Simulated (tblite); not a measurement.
Geometry relaxation, with input and output: Sn26H42 (part 2 of 2)

Continued. System: Sn26H42. Method: GFN1-xTB geometry optimisation, gas phase (tblite 0.8.0). The run did not end well.

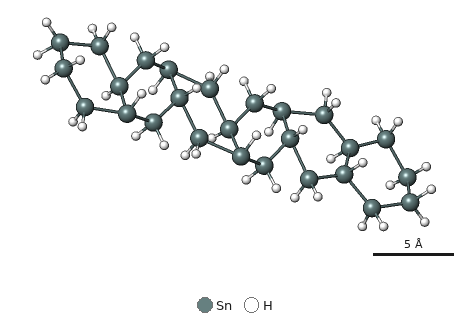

*The geometry at step 185 of the log (ball-and-stick view, seen at a tilt).*

### Trajectory as extended XYZ (Å, eV, eV/Å), 3 of the 24 frames kept, from step=0 to step=500
```
68
Properties=species:S:1:pos:R:3:forces:R:3 step=0 energy=-2400.15152
Sn    9.1897    1.3239   -0.4516   -0.0520   0.1780   0.6660
Sn    6.8854    2.6540    0.4431    0.1270  -0.4010  -0.4530
Sn    4.5976    1.3234   -0.4490   -0.1050   0.2180   0.6720
Sn    4.5917   -1.3213    0.4438    0.0390  -0.1960  -0.5670
Sn    6.8876   -2.6526   -0.4466   -0.0200   0.3700   0.4970
Sn    9.1815   -1.3262    0.4474    0.0730  -0.1480  -0.5550
Sn   -9.1847    1.3274   -0.4533   -0.0080   0.1090   0.6790
Sn  -11.4776    2.6541    0.4515   -0.1040  -0.3170  -0.5440
Sn  -13.7745    1.3236   -0.4504    0.1690  -0.0700   0.3940
Sn  -13.7800   -1.3265    0.4516    0.1810   0.1060  -0.4150
Sn  -11.4831   -2.6526   -0.4521   -0.0810   0.3120   0.5450
Sn   -9.1873   -1.3277    0.4500   -0.0670  -0.0910  -0.6760
Sn   -0.0034    1.3264   -0.4450    0.0720   0.0890   0.6330
Sn   -2.2940    2.6508    0.4473   -0.0600  -0.3190  -0.5650
Sn   -4.5946    1.3308   -0.4498    0.0290   0.0740   0.7090
Sn   -4.5943   -1.3251    0.4563   -0.0270  -0.1150  -0.7900
Sn   -2.2958   -2.6495   -0.4491   -0.0590   0.2500   0.6320
Sn   -0.0011   -1.3291    0.4490    0.0380  -0.0910  -0.6580
Sn    2.2956    2.6532    0.4525    0.0310  -0.4190  -0.6350
Sn    2.2990   -2.6505   -0.4473   -0.0400   0.3680   0.5380
Sn   13.7749    1.3295   -0.4485   -0.0790  -0.1570   0.3900
Sn   11.4801    2.6529    0.4498    0.0760  -0.2630  -0.4290
Sn   11.4844   -2.6468   -0.4434   -0.0390   0.1980   0.3760
Sn   13.7730   -1.3300    0.4485   -0.0520   0.2370  -0.3460
Sn   -6.8881    2.6540    0.4509   -0.0400  -0.3550  -0.5560
Sn   -6.8947   -2.6523   -0.4475    0.0650   0.3480   0.5450
H     9.1855    1.3280   -2.1707    0.0120  -0.0180   0.0460
H     6.8880    2.6520    2.1712   -0.0040   0.2860  -0.3140
H     6.8892    4.2747   -0.1217   -0.0020   0.0470   0.3570
H     4.5935    1.3261   -2.1666    0.0030  -0.0240   0.0230
H     4.5960   -1.3251    2.1689   -0.0030   0.0250  -0.1090
H     6.8867   -2.6501   -2.1698    0.0090  -0.2870   0.2610
H     6.8876   -4.2742    0.1178    0.0080  -0.0350  -0.3610
H     9.1869   -1.3270    2.1737   -0.0020   0.0200  -0.1290
H    -9.1836    1.3275   -2.1733   -0.0070  -0.0120   0.0580
H   -11.4805    2.6536    2.1671   -0.0060   0.2690  -0.1950
H   -11.4818    4.2744   -0.1238   -0.0240  -0.0210   0.3530
H   -13.7763    1.3282   -2.1726   -0.2110   0.1080   0.2710
H   -15.1815    2.1333    0.1196    0.0090  -0.0280  -0.3310
H   -13.7820   -1.3223    2.1712   -0.2050  -0.1220  -0.2470
H   -15.1827   -2.1395   -0.1159   -0.0130   0.0140   0.3220
H   -11.4751   -2.6570   -2.1663   -0.0130  -0.2580   0.1840
H   -11.4761   -4.2733    0.1161   -0.0250   0.0050  -0.3380
H    -9.1822   -1.3262    2.1682   -0.0050   0.0140  -0.0390
H    -0.0037    1.3274   -2.1676   -0.0010  -0.0180   0.0760
H    -2.2981    2.6530    2.1666    0.0020   0.2880  -0.2130
H    -2.2938    4.2744   -0.1203    0.0000   0.0140   0.3780
H    -4.5927    1.3283   -2.1677   -0.0060  -0.0210   0.0240
H    -4.5908   -1.3253    2.1702    0.0010   0.0210   0.0250
H    -2.2943   -2.6507   -2.1680    0.0000  -0.2880   0.2010
H    -2.2971   -4.2816    0.1228    0.0020   0.0770  -0.4100
H     0.0066   -1.3244    2.1697   -0.0060   0.0170  -0.0550
H     2.2958    2.6510    2.1701    0.0010   0.3000  -0.1900
H     2.2928    4.2727   -0.1227    0.0060   0.0350   0.3820
H     2.2969   -2.6523   -2.1685    0.0030  -0.2890   0.2350
H     2.2957   -4.2713    0.1203    0.0100  -0.0410  -0.3680
H    13.7838    1.3200   -2.1719    0.2000   0.1270   0.2790
H    15.1853    2.1448    0.1190   -0.0470  -0.0520  -0.3410
H    11.4811    2.6507    2.1740    0.0070   0.2650  -0.2880
H    11.4801    4.2763   -0.1207    0.0200  -0.0300   0.3520
H    11.4772   -2.6505   -2.1685    0.0200  -0.2540   0.2970
H    11.4849   -4.2746    0.1178    0.0250   0.0480  -0.3440
H    13.7789   -1.3250    2.1708    0.2040  -0.1230  -0.2750
H    15.1824   -2.1337   -0.1186    0.0010   0.0110   0.3220
H    -6.8829    2.6547    2.1720   -0.0090   0.2840  -0.2380
H    -6.8935    4.2761   -0.1184   -0.0030   0.0170   0.3720
H    -6.8862   -2.6483   -2.1712   -0.0050  -0.2920   0.2630
H    -6.8861   -4.2760    0.1256   -0.0120   0.0060  -0.3860
68
Properties=species:S:1:pos:R:3:forces:R:3 step=185 energy=-2404.09441
Sn    9.4023    1.4852   -0.2579   -0.0250   0.0310  -0.0200
Sn    6.9737    2.7478    0.4616   -0.0240  -0.0050  -0.0630
Sn    4.2962    2.6280   -0.4145    0.0320   0.1000   0.0530
Sn    4.0909   -0.0494    0.4150   -0.0060   0.0190  -0.0070
Sn    5.7995   -2.2214   -0.1588    0.0290  -0.0760  -0.0120
Sn    8.4188   -1.1260    0.1401    0.0010   0.0410   0.0070
Sn   -8.6822   -0.0182   -0.3566   -0.0490  -0.0310  -0.0210
Sn  -10.3479    2.2159    0.0927   -0.0250   0.0210   0.0290
Sn  -13.1330    1.7959   -0.3685    0.0410  -0.0710  -0.0040
Sn  -13.6840   -0.8620    0.4407    0.0240   0.0750   0.0100
Sn  -11.6287   -2.6556   -0.3187    0.0460  -0.0080  -0.0230
Sn   -8.9211   -2.7043    0.4780   -0.0160  -0.0190  -0.0770
Sn   -0.0929   -0.2892   -0.4039   -0.0100   0.0480  -0.0550
Sn   -1.8355    1.8510    0.1807   -0.0320  -0.0020   0.0050
Sn   -4.4524    2.8342   -0.5202    0.0360  -0.0490   0.0060
Sn   -4.4741    0.1353    0.3373    0.0430   0.0580   0.0620
Sn   -2.7034   -1.9912   -0.2283   -0.0090  -0.0140  -0.0300
Sn   -0.0859   -2.9425    0.5334   -0.0070  -0.0350  -0.0380
Sn    1.6004    1.8789    0.2690    0.0470   0.0120   0.0200
Sn    2.4905   -2.1846   -0.4184   -0.0380  -0.0160  -0.0470
Sn   13.9793    0.9493   -0.4599   -0.0050   0.0070   0.0020
Sn   11.8999    2.6864    0.3173   -0.0580  -0.0140   0.0000
Sn   10.7830   -2.6149   -0.3044   -0.0160  -0.0180  -0.0130
Sn   13.3705   -1.6757    0.3501    0.0060  -0.0240  -0.0030
Sn   -7.0100    2.0635    0.4549    0.0440   0.0070  -0.0090
Sn   -6.2399   -1.9879   -0.2826   -0.0890  -0.0080  -0.0370
H     9.1635    1.6096   -1.9651    0.0070  -0.0130   0.0320
H     6.6624    2.5500    2.1340   -0.0020  -0.0110   0.0410
H     7.2083    4.4436    0.6156   -0.0020   0.0030   0.0140
H     4.4126    2.0728   -2.0513   -0.0080  -0.0120  -0.0180
H     3.8526   -0.4412    2.0716    0.0220   0.0020   0.0340
H     5.8583   -2.6195   -1.8202   -0.0060   0.0090  -0.0120
H     5.9468   -3.8483    0.3835   -0.0100   0.0490   0.0170
H     8.6185   -1.1829    1.8565   -0.0090  -0.0230  -0.0130
H    -8.4745    0.3431   -2.0272   -0.0020  -0.0030   0.0080
H   -10.5834    2.5771    1.7511    0.0180   0.0050  -0.0050
H   -10.3950    3.8583   -0.4080    0.0180  -0.0130  -0.0360
H   -13.7596    1.5835   -1.9553    0.0380   0.0040  -0.0070
H   -14.5931    2.4568    0.2637   -0.0290   0.0090   0.0300
H   -13.6393   -1.2245    2.1146    0.0180   0.0070   0.0220
H   -14.9571   -1.9656    0.0915   -0.0140  -0.0010  -0.0120
H   -11.3339   -2.6636   -2.0126   -0.0050  -0.0020   0.0430
H   -12.0218   -4.3273   -0.2667    0.0050  -0.0100  -0.0120
H    -8.9367   -2.1681    2.1244    0.0060   0.0140   0.0270
H    -0.1780    0.0158   -2.1016    0.0290  -0.0080   0.0670
H    -1.8438    2.3550    1.8184    0.0240   0.0110  -0.0430
H    -1.2656    3.3573   -0.4111   -0.0080   0.0340  -0.0040
H    -4.5704    2.1960   -2.1374   -0.0270   0.0300   0.0220
H    -4.3867   -0.1027    2.0467   -0.0240  -0.0150  -0.0870
H    -2.5965   -2.2530   -1.9193   -0.0090  -0.0150   0.0120
H    -3.2973   -3.5806    0.0505    0.0330  -0.0030   0.0230
H     0.0351   -2.2338    2.1179   -0.0010  -0.0240   0.0200
H     1.6696    2.0050    1.9771   -0.0060   0.0160  -0.0360
H     1.0508    3.4951    0.0800    0.0020  -0.0160   0.0150
H     2.3100   -2.3084   -2.1152    0.0360   0.0290   0.0220
H     3.2102   -3.7409   -0.3010    0.0180  -0.0190   0.0300
H    13.8893    1.3266   -2.1275    0.0130   0.0120   0.0050
H    15.2821    2.0083   -0.0884   -0.0030  -0.0080  -0.0080
H    11.6512    2.9371    1.9953    0.0150   0.0020  -0.0330
H    11.6120    4.3152   -0.1532   -0.0040  -0.0150   0.0020
H    11.2012   -2.8933   -1.9439   -0.0030   0.0020  -0.0080
H    11.1666   -4.2093    0.2119   -0.0020  -0.0130   0.0240
H    13.8648   -1.4774    1.9780   -0.0070   0.0150   0.0080
H    14.8588   -2.3285   -0.2095   -0.0180  -0.0110   0.0030
H    -6.7687    2.1474    2.1393   -0.0270  -0.0360   0.0570
H    -7.7129    3.6305    0.4079   -0.0230   0.0200  -0.0340
H    -6.3803   -2.0440   -1.9944    0.0350  -0.0340   0.0750
H    -5.6231   -3.5878   -0.1827   -0.0320   0.0050  -0.0170
68
Properties=species:S:1:pos:R:3:forces:R:3 step=500 energy=-2406.03949
Sn    9.5142    2.4010   -0.0126   -0.1220  -0.0530   0.0480
Sn    7.0010    3.3707    0.9149    0.0410   0.0180  -0.0060
Sn    4.3645    4.1810    0.1269    0.0380  -0.0100  -0.0300
Sn    4.8081    1.3094    0.6216   -0.0490  -0.0580  -0.0480
Sn    6.0066   -1.3818   -0.3012    0.0210   0.0140  -0.0010
Sn    7.9169    0.2297    0.9341    0.0290   0.0640  -0.0330
Sn   -9.3787   -0.9605   -0.0425    0.0420  -0.0160   0.0160
Sn  -10.0053    2.5172    0.3011   -0.0290   0.0940   0.0500
Sn  -11.9714    0.8385   -0.7344   -0.0020   0.0930   0.0000
Sn  -12.3573   -1.3944    0.9007   -0.0460  -0.0140   0.0040
Sn  -11.1631   -3.5537   -0.4396   -0.0400   0.0040   0.0050
Sn   -8.4478   -3.9788    0.0333   -0.0400  -0.0100  -0.0320
Sn   -0.0562    0.3508   -0.1925   -0.0770   0.0600  -0.0070
Sn   -2.2664    2.0387    0.2390   -0.0140  -0.0230  -0.0800
Sn   -4.9831    2.7109   -0.5133   -0.0020  -0.0310  -0.0600
Sn   -4.3744   -0.1092   -0.0508    0.0630   0.0120   0.0090
Sn   -2.1456   -1.7869   -0.4655    0.0230   0.0540  -0.0220
Sn    0.5823   -2.4558    0.3363   -0.0100   0.0350   0.0310
Sn    2.0373    2.3616    0.2214   -0.0750   0.0480  -0.0200
Sn    2.8067   -0.6607    0.2039    0.0810   0.0320   0.0510
Sn   13.1751   -0.7942   -0.9661   -0.0400  -0.0980   0.0330
Sn   12.2594    1.7186    0.0006    0.0570   0.0680  -0.0160
Sn    9.0419   -2.4041    0.2360   -0.0320   0.0330  -0.0250
Sn   11.8545   -2.9015    0.3832    0.0320  -0.0380   0.0330
Sn   -7.2667    1.0209   -0.1589   -0.0710  -0.0030  -0.0190
Sn   -6.5436   -1.9309   -0.5191   -0.0420   0.0290  -0.0030
H     8.9405    2.0682   -1.6110    0.0130   0.0010  -0.0050
H     6.6348    1.6259    1.5092    0.0090  -0.0090  -0.0230
H     7.3032    3.7901    2.5695   -0.0040  -0.0120  -0.0110
H     4.8092    3.8339   -1.5373   -0.0500   0.0010   0.0480
H     4.3856    1.4057    2.3012   -0.0330  -0.0280   0.0180
H     5.7657   -0.9499   -1.9166    0.0010  -0.0140   0.0010
H     6.4105   -3.0283   -0.5725    0.0240  -0.0060  -0.0090
H     7.6857   -0.3175    2.5501    0.0220   0.0250  -0.0110
H    -9.5496   -0.9290   -1.7737    0.0650  -0.0500  -0.0480
H   -10.0443    2.6993    1.9950    0.0280  -0.0150  -0.0270
H   -10.0828    4.1916   -0.0817   -0.0110  -0.0610   0.0280
H   -11.6480    0.9812   -2.4055    0.0480  -0.0040   0.0210
H   -13.1119    2.1368   -0.6991    0.0220  -0.0120  -0.0150
H   -11.9637   -0.5464    2.3385    0.0060  -0.0230  -0.0260
H   -14.0541   -1.0738    0.9753    0.0010   0.0080   0.0160
H   -11.9843   -3.1592   -1.8876    0.0220   0.0010  -0.0320
H   -12.3780   -4.6571    0.0785    0.0230   0.0020   0.0510
H    -8.7438   -3.6812    1.7344    0.0120   0.0060   0.0010
H    -0.1966    0.4462   -1.9109   -0.0070   0.0120   0.0350
H    -2.3343    2.6184    1.8425    0.0400   0.0070   0.0270
H    -1.7916    3.5480   -0.4476   -0.0290  -0.0400   0.0330
H    -4.8040    2.3513   -2.2148    0.0080   0.0040   0.0180
H    -4.2383   -0.2471    1.6612    0.0000  -0.0060  -0.0020
H    -2.0786   -2.3251   -2.0839   -0.0080  -0.0070  -0.0280
H    -2.5728   -3.3298    0.1561   -0.0210  -0.0170   0.0360
H     0.3150   -2.1400    2.0389   -0.0190   0.0140  -0.0490
H     1.3258    3.0699    1.6268    0.0310  -0.0320  -0.0420
H     1.2736    3.5283   -0.8171    0.0300  -0.0280   0.0460
H     2.8231   -0.5705   -1.5230    0.0380   0.0040   0.0080
H     4.3338   -1.8577    0.0960   -0.0370  -0.0100   0.0080
H    12.7214   -0.4147   -2.5764   -0.0280   0.0300  -0.0500
H    14.7689   -0.1655   -1.1481    0.0490   0.0500   0.0230
H    12.5133    2.2167    1.6277    0.0190  -0.0280  -0.0070
H    12.7412    3.2437   -0.6531   -0.0290  -0.0320   0.0270
H     9.1710   -2.4658   -1.4897   -0.0030   0.0040  -0.0050
H     8.7446   -4.1169    0.2903    0.0240  -0.0080   0.0160
H    12.7354   -2.6028    1.8398   -0.0130   0.0140  -0.0110
H    13.0464   -4.0110   -0.2126   -0.0180  -0.0060  -0.0020
H    -7.0557    0.9041    1.5542   -0.0200   0.0130   0.0180
H    -8.2143    2.6250    0.2428   -0.0100   0.0060   0.0130
H    -6.4708   -2.0839   -2.2268    0.0590  -0.0270   0.0420
H    -5.5187   -3.3153   -0.2793    0.0090  -0.0310  -0.0100
```

This output came from the following input.

### Input
```
{"job": {"kind": "relax", "xc": "GFN1-xTB", "basis": "xTB"}, "charge": 0, "multiplicity": 1}
Sn     9.189700     1.323900    -0.451600
Sn     6.885400     2.654000     0.443100
Sn     4.597600     1.323400    -0.449000
Sn     4.591700    -1.321300     0.443800
Sn     6.887600    -2.652600    -0.446600
Sn     9.181500    -1.326200     0.447400
Sn    -9.184700     1.327400    -0.453300
Sn   -11.477600     2.654100     0.451500
Sn   -13.774500     1.323600    -0.450400
Sn   -13.780000    -1.326500     0.451600
Sn   -11.483100    -2.652600    -0.452100
Sn    -9.187300    -1.327700     0.450000
Sn    -0.003400     1.326400    -0.445000
Sn    -2.294000     2.650800     0.447300
Sn    -4.594600     1.330800    -0.449800
Sn    -4.594300    -1.325100     0.456300
Sn    -2.295800    -2.649500    -0.449100
Sn    -0.001100    -1.329100     0.449000
Sn     2.295600     2.653200     0.452500
Sn     2.299000    -2.650500    -0.447300
Sn    13.774900     1.329500    -0.448500
Sn    11.480100     2.652900     0.449800
Sn    11.484400    -2.646800    -0.443400
Sn    13.773000    -1.330000     0.448500
Sn    -6.888100     2.654000     0.450900
Sn    -6.894700    -2.652300    -0.447500
H      9.185500     1.328000    -2.170700
H      6.888000     2.652000     2.171200
H      6.889200     4.274700    -0.121700
H      4.593500     1.326100    -2.166600
H      4.596000    -1.325100     2.168900
H      6.886700    -2.650100    -2.169800
H      6.887600    -4.274200     0.117800
H      9.186900    -1.327000     2.173700
H     -9.183600     1.327500    -2.173300
H    -11.480500     2.653600     2.167100
H    -11.481800     4.274400    -0.123800
H    -13.776300     1.328200    -2.172600
H    -15.181500     2.133300     0.119600
H    -13.782000    -1.322300     2.171200
H    -15.182700    -2.139500    -0.115900
H    -11.475100    -2.657000    -2.166300
H    -11.476100    -4.273300     0.116100
H     -9.182200    -1.326200     2.168200
H     -0.003700     1.327400    -2.167600
H     -2.298100     2.653000     2.166600
H     -2.293800     4.274400    -0.120300
H     -4.592700     1.328300    -2.167700
H     -4.590800    -1.325300     2.170200
H     -2.294300    -2.650700    -2.168000
H     -2.297100    -4.281600     0.122800
H      0.006600    -1.324400     2.169700
H      2.295800     2.651000     2.170100
H      2.292800     4.272700    -0.122700
H      2.296900    -2.652300    -2.168500
H      2.295700    -4.271300     0.120300
H     13.783800     1.320000    -2.171900
H     15.185300     2.144800     0.119000
H     11.481100     2.650700     2.174000
H     11.480100     4.276300    -0.120700
H     11.477200    -2.650500    -2.168500
H     11.484900    -4.274600     0.117800
H     13.778900    -1.325000     2.170800
H     15.182400    -2.133700    -0.118600
H     -6.882900     2.654700     2.172000
H     -6.893500     4.276100    -0.118400
H     -6.886200    -2.648300    -2.171200
H     -6.886100    -4.276000     0.125600
```

The first line tells a small driver script what to run in tblite; the rest is the geometry in Å.

Command:
```bash
OMP_NUM_THREADS=4 python <driver script> task.json out
```

### What the run reported

```tsv
quantity	value
outcome	not converged
total energy	−2406.0395 eV
HOMO	−10.12 eV
LUMO	−9.04 eV
point group	C1
dipole moment	3.49 D
hardware	4 CPU threads, shared host
wall time	2.2 min (CPU time 3.3 min)
peak memory	0.15 GiB
```

The run did not converge. At least one of its steps failed, so the values that rest on that step are not results. The bonding changed during the run.
